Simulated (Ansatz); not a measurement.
CuH5Si2 (SMILES [SiH2+][Cu-][SiH3])

Input file:

```
crystal:
  periodic: [false, false, false]
  atoms:
    - symbol: Cu
      position_ang: [-1.178269, -1.335595, -1.476499]
    - symbol: Si
      position_ang: [-2.728326, -2.141085, -0.295118]
    - symbol: Si
      position_ang: [0.166858, 0.105338, -0.444302]
    - symbol: H
      position_ang: [-3.735438, -1.194151, 0.304282]
    - symbol: H
      position_ang: [-2.354350, -2.932475, 0.931281]
    - symbol: H
      position_ang: [-0.181836, 0.337616, 0.989497]
    - symbol: H
      position_ang: [0.147566, 1.460733, -1.081590]
    - symbol: H
      position_ang: [1.593296, -0.351798, -0.436030]
basis:
  gaussian:
    orbitals: def2-TZVPD
hamiltonian:
  xc: pbe0
output:
  forces: true
  orbitals: {seedname: orbitals}
```

Launched as:

```sh
ansatz run input.yaml --threads 1 --pin off --max-ram 2610MiB --events-out events.jsonl --progress --plain --runs-dir runs
```

Geometry: B3LYP/6-31G*.

Theory: isolated molecule in a Gaussian basis; Kohn-Sham density functional theory, functional PBE0 in Ansatz.

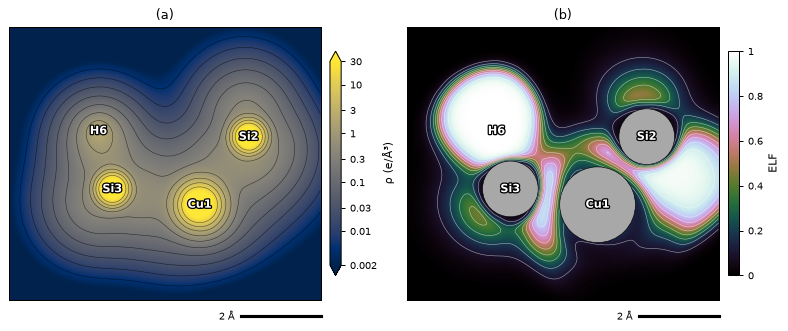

Figure 1. (a) total electron density; (b) ELF on the plane of atoms Si2, Cu1 and Si3. Grey discs cover the atomic cores in the ELF map.

What does the map show?

The plane passes through Cu, Si and H nuclei. Cu–Si (2.11 Å): ρ at the midpoint is about 0.63 e/Å³; the ELF peaks at about 0.65 between the atoms. Si–H (1.49 Å): ρ is about 0.77 e/Å³ halfway; the ELF climbs to about 1 towards the hydrogen, as it does in any bond to H. Cu–Si (2.23 Å): ρ at the midpoint is about 0.57 e/Å³; the ELF peaks at about 0.85 between the atoms.

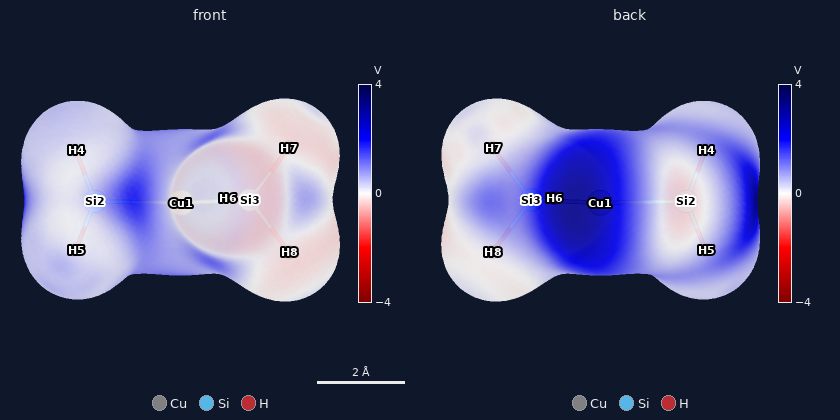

Figure 2. The molecular electrostatic potential painted on the density surface at 0.004 e/bohr³, seen from the front and from behind; the colour scale runs from red (negative) to blue (positive).

Where is the surface potential most negative and most positive?

The most negative region (about −0.3 V) lies over H6, H7 and H8, the most positive (about +3.1 V) over Cu1 and Si2.

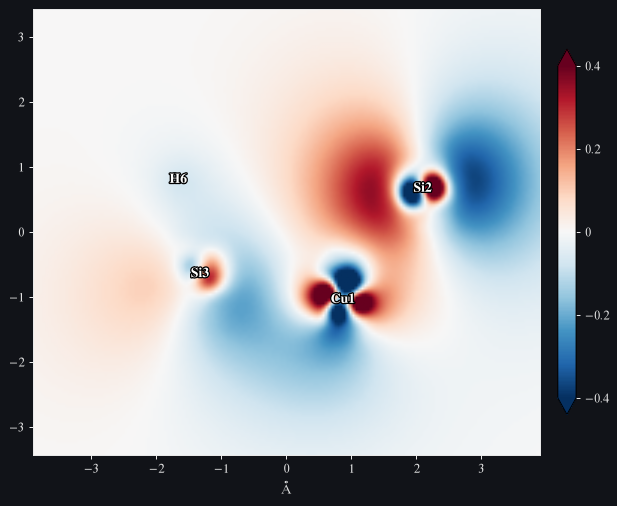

Figure 3. One frontier orbital on the plane of atoms Cu1, Si3 and H6 (values in Å⁻³ᐟ²; the overall sign is arbitrary).

Which orbital is it: HOMO or LUMO?

The LUMO, at −3.01 eV. By Hirshfeld shares it lies mainly on Si2 (about 55 %), Cu1 (about 20 %) and Si3 (about 10 %).

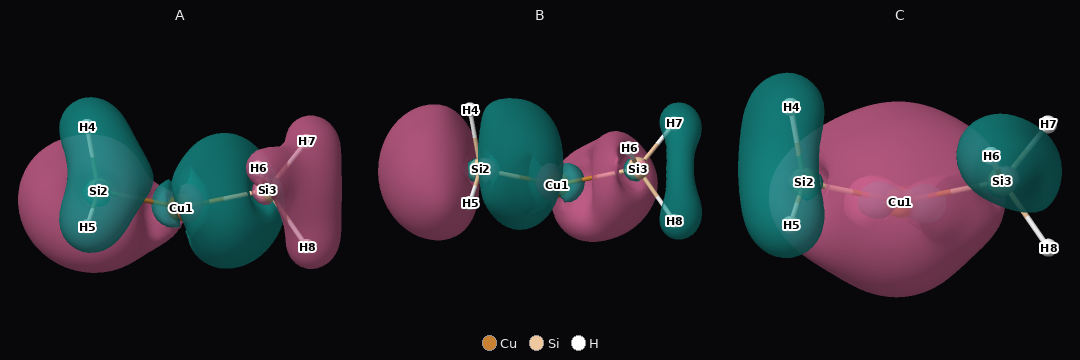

Figure 4. Three frontier orbitals at ±0.08 Å⁻³ᐟ² (teal and pink are the two phases), in no order.

Which picture is the HOMO−1, the HOMO and the LUMO?

C is the HOMO−1 (−8.22 eV). Its weight (Hirshfeld) is mainly on Cu1 (about 55 %), Si2 (about 20 %) and Si3 (about 15 %). A is the HOMO (−6.39 eV). By Hirshfeld shares it lies mainly on Si2 (about 40 %), Cu1 (about 25 %) and Si3 (about 25 %). B is the LUMO (−3.01 eV). It lies mainly on Si2 (about 55 %), Cu1 (about 20 %) and Si3 (about 10 %).

What is the HOMO–LUMO gap?

3.38 eV between the orbital energies.
